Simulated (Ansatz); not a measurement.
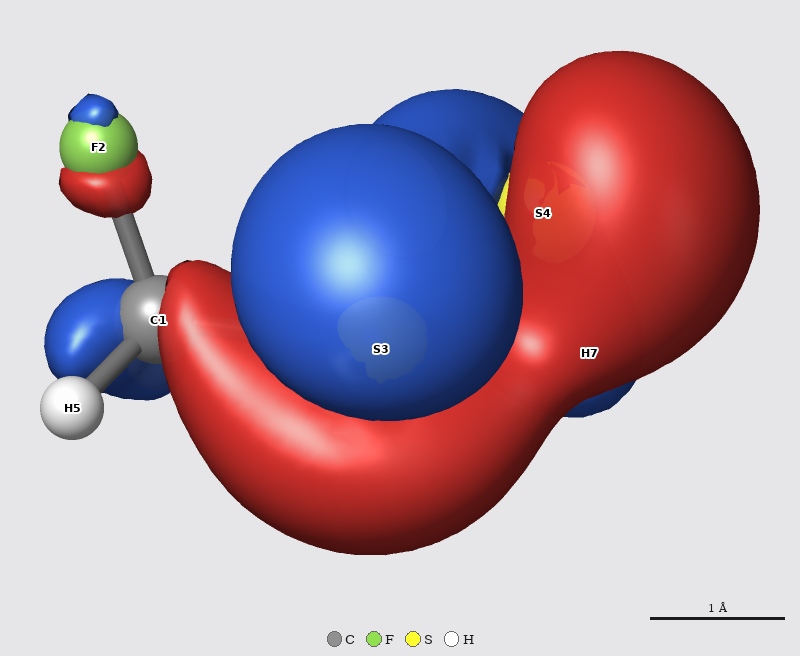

*CH3FS2 (SMILES FCSS). The HOMO at ±0.1 Å⁻³ᐟ² (red and blue are the two phases), seen at an oblique angle.*

Geometry: B3LYP/6-31G*.

The calculation used isolated molecule in a Gaussian basis; Kohn-Sham density functional theory, functional PBE0 (Ansatz 0.2.0).

Input

```
crystal:
  periodic: [false, false, false]
  atoms:
    - symbol: C
      position_ang: [2.529849, -1.409025, 0.275572]
    - symbol: F
      position_ang: [1.637948, -1.021467, -0.693859]
    - symbol: S
      position_ang: [2.183283, -3.083816, 0.914023]
    - symbol: S
      position_ang: [0.419317, -2.798742, 2.006183]
    - symbol: H
      position_ang: [3.537061, -1.472644, -0.155720]
    - symbol: H
      position_ang: [2.507838, -0.679900, 1.090379]
    - symbol: H
      position_ang: [0.966507, -2.597128, 3.230051]
basis:
  gaussian: {orbitals: def2-TZVPD}
hamiltonian: {xc: pbe0}
output: {forces: true, orbitals: {seedname: orbitals}}
```

Command:

```sh
ansatz run input.yaml --threads 1 --pin off --max-ram 2610MiB --events-out events.jsonl --progress --plain --runs-dir runs
```

Where does this orbital lie, and at what energy?

It lies mainly on S3 (about 45 %), S4 (about 40 %) and C1 (about 5 %). Its energy is −7.61 eV.
